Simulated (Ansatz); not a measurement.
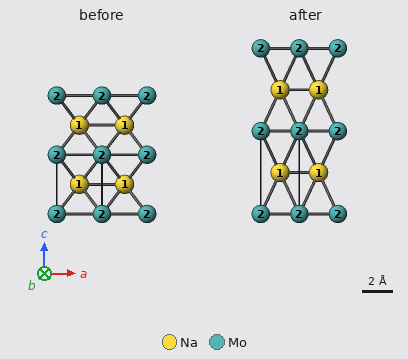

The structure of solid NaMo (built on the CuAu (L1 type) before (left) and after (right) a relaxation, at one scale.

A ball-and-stick model of the cell of the calculation, repeated 2 × 1 × 2 with one cell outlined, seen along the b axis.

Case: CuAu (L1_0) type (P4/mmm, No. 123).

The calculation used DFT PBE, scalar-relativistic, plane waves, PAW in Ansatz. Set-up: plane-wave cutoff 420 eV; k-point mesh 18 × 18 × 14; occupations gaussian; smearing width 0.1 eV; no spin polarisation; cell and atoms relaxed; force threshold 0.01 eV/Å; at most 80 steps.

What changed between the two?

Answer. The energy falls by 1.469 eV per cell of the calculation in 12 accepted moves (14 points after the start). All forces vanish by symmetry, so only the cell relaxes. Pressure: −1.45 GPa at the start and 0.00 GPa at the end. The SCF was repeated twice at an unchanged geometry on a basis and grid sized afresh for the cell, which shifted the energy by 95.4 meV per cell of the calculation at most. No atom moves by more than 0.005 Å relative to the cell. The drawn cell changes as follows: a = b 3.047 → 2.599 Å (−14.7 %), c 3.994 → 5.586 Å (+39.9 %); the volume changes by +1.7 %. Near-neighbour distances that change, for instance: Na1–Na1 3.047 → 2.599 Å, Mo2–Mo2 3.047 → 2.599 Å, Na1–Mo2 2.938 → 3.343 Å. The space group stays P4/mmm (No. 123).
